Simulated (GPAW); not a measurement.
Computed Si K edges (GPAW, LDA, excited-electron core hole (neutral cell), supercells with 6.7 to 7.4 Å between holes, Gaussian full width 0.9 eV up to 4 eV, rising linearly to 3.5 eV at 25 eV) of these absorbers are given in random order:
A. SrSi (Cmcm): 2 Si at 2.51 Å (bent, 107°, site symmetry m2m)
B. YSi2 (P6/mmm): 3 Si at 2.22 Å (trigonal planar, site symmetry -6m2)

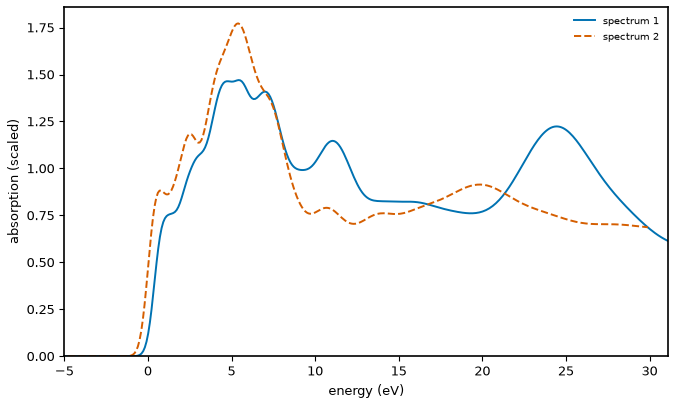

Energy from 1828.0 eV of photon energy (total-energy differences, less 14.9 eV, the free-atom term for the hole's spin); mean of 1 over the first 20 eV. In the free atom LDA prices this hole about 8 eV below PBE, which is itself good to a few eV.

Which spectrum belongs to which crystal?

Spectrum 1 is B (rising edge 1828.7 eV, maxima 5.0 eV (1.47) and 6.6 eV (1.41) above its zero). Spectrum 2 is A (rising edge 1828.2 eV, maxima 2.5 eV (1.18) and 5.4 eV (1.77) above its zero). After the best relative shift (up to 4 eV allowed) the shapes differ by 18 % r.m.s. (of the curve's own r.m.s. level). Between 0 and 20 eV on the axis shown, they part most near 0.2 eV, where SrSi (Cmcm) is higher by 0.4. The rising edges span 0.5 eV, lowest for SrSi (Cmcm).

 Lifetime broadening is put in by hand, and intensities beyond about 20 eV depend on it. The structures are entries of the Crystallography Open Database, used as given.

[Hosts, paths, dates, database ids (printed as entryN), source tags and the programs' standing remarks are cut or masked in the printed files.]
